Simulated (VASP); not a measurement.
```
ZnS
1.0
    0.00000     2.70259     2.70259
    2.70259     0.00000     2.70259
    2.70259     2.70259     0.00000
Zn S
1 1
Direct
  0.00000   0.00000   0.00000
  0.25000   0.25000   0.25000
```

All values below come from optB86b-vdW, VASP's PBE PAW potentials (set 64) (plane waves; VASP 6.6.1). Run with 520 eV cut-off, 9×9×9 Γ-centred mesh, tetrahedra with Blöchl corrections, potentials Zn S.

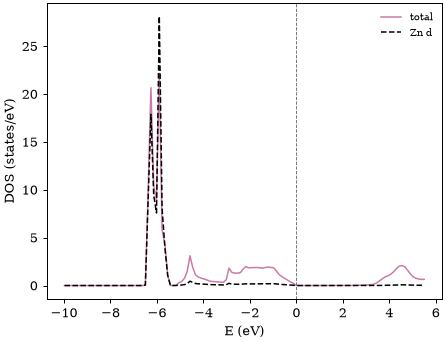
Figure: Total and projected density of states, zero at the valence-band maximum

Within 2 eV below the valence-band maximum the largest weight inside VASP's projection spheres is S p, then Zn d.

The gap is direct, 2.05 eV, from the valence maximum at Γ to the conduction minimum at Γ.

The compound is ZnS in the zinc blende structure. It was relaxed first.
